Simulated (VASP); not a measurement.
Band structure of Tc (hcp). All values below come from MS2 meta-GGA, VASP's PBE PAW potentials (set 64) (plane waves; VASP).

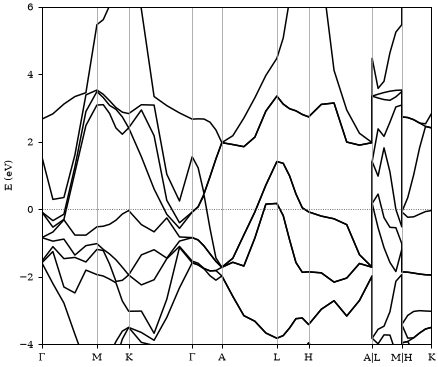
Bands along high-symmetry lines, zero at the valence-band maximum or, without a gap, the Fermi level

### Question
Read the plot: is there a gap, and where are the band edges?

### Answer
It has no gap at this level: it comes out as a metal or semimetal.

The compound is Tc in the hcp structure. It was relaxed first.
